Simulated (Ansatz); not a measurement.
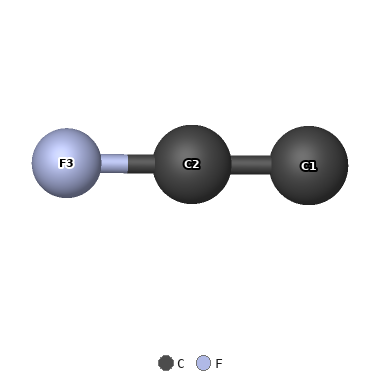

The system is C₂F, SMILES [C-]#CF, charge −1; the picture shows the reference structure. The first coordinate is: bond length C1–C2; the second: bond length C2–F3. Nothing is relaxed (all other coordinates rigid). The scan uses a 15 × 15 grid. Points are written as (first, second). All energies are given in kcal/mol relative to the lowest grid point. The reference is spin-restricted, which grows unreliable where a bond is stretched far. All numbers below come from RKS PBE0-D4/def2-TZVPD (Ansatz 0.2.0).

Its coordinates:

```yaml
atoms:
  - { symbol: C, position_ang: [0.5188, 1.0842, 0.4052] }
  - { symbol: C, position_ang: [0.0124, 0.0260, 0.0097] }
  - { symbol: F, position_ang: [-0.5313, -1.1102, -0.4150] }
```

Range: bond length C1–C2 from 1.015 to 1.857 Å; bond length C2–F3 from 1.117 to 1.728 Å.

Q: Predict the map.

A: The lowest grid point is at (1.256 Å, 1.335 Å). It is the only kind of minimum in the scanned range. The highest grid point, (1.857 Å, 1.117 Å), lies 152 kcal/mol above the lowest. Round the minimum the two coordinates are nearly uncoupled.

| bond length C2–F3 ↓, bond length C1–C2 → | 1.015 | 1.075 | 1.135 | 1.195 | 1.256 | 1.316 | 1.376 | 1.436 | 1.496 | 1.556 | 1.616 | 1.677 | 1.737 | 1.797 | 1.857 |
| --- | --- | --- | --- | --- | --- | --- | --- | --- | --- | --- | --- | --- | --- | --- | --- |
| 1.728 | 114 | 72 | 47 | 35 | 33 | 36 | 45 | 56 | 68 | 82 | 96 | 110 | 123 | 136 | 148 |
| 1.684 | 108 | 67 | 42 | 31 | 28 | 32 | 40 | 51 | 64 | 78 | 92 | 106 | 119 | 132 | 144 |
| 1.641 | 103 | 62 | 37 | 26 | 23 | 28 | 36 | 47 | 60 | 74 | 88 | 102 | 116 | 128 | 141 |
| 1.597 | 98 | 56 | 32 | 21 | 19 | 23 | 31 | 43 | 56 | 70 | 84 | 98 | 112 | 125 | 137 |
| 1.553 | 93 | 51 | 28 | 16 | 14 | 19 | 27 | 39 | 52 | 66 | 80 | 94 | 108 | 121 | 133 |
| 1.510 | 88 | 47 | 23 | 12 | 10 | 15 | 23 | 35 | 48 | 62 | 76 | 91 | 104 | 117 | 130 |
| 1.466 | 84 | 43 | 19 | 8 | 6 | 11 | 20 | 31 | 44 | 58 | 73 | 87 | 101 | 114 | 127 |
| 1.422 | 80 | 39 | 16 | 5 | 3 | 8 | 17 | 28 | 42 | 56 | 70 | 85 | 99 | 112 | 124 |
| 1.379 | 78 | 37 | 13 | 3 | 1 | 6 | 15 | 26 | 40 | 54 | 68 | 83 | 97 | 110 | 122 |
| 1.335 | 76 | 35 | 12 | 2 | 0 | 5 | 14 | 25 | 39 | 53 | 67 | 82 | 96 | 109 | 122 |
| 1.291 | 77 | 36 | 13 | 2 | 1 | 5 | 14 | 26 | 40 | 54 | 68 | 83 | 97 | 110 | 122 |
| 1.248 | 80 | 39 | 16 | 5 | 4 | 8 | 17 | 29 | 42 | 57 | 71 | 86 | 99 | 113 | 125 |
| 1.204 | 86 | 45 | 22 | 11 | 10 | 14 | 23 | 35 | 48 | 62 | 77 | 91 | 105 | 118 | 130 |
| 1.160 | 96 | 55 | 32 | 21 | 20 | 24 | 33 | 45 | 58 | 72 | 86 | 100 | 114 | 127 | 139 |
| 1.117 | 111 | 70 | 47 | 36 | 34 | 39 | 47 | 59 | 72 | 86 | 100 | 114 | 127 | 140 | 152 |

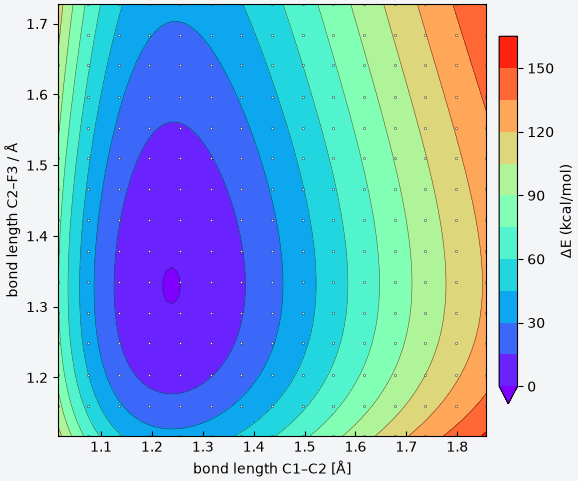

Drawn: filled contours, dots at the grid points. Between grid points the surface is interpolated.

Time for the 225 points that were run: 6.4 min on 1 thread of Arm Neoverse V2 (shared host).
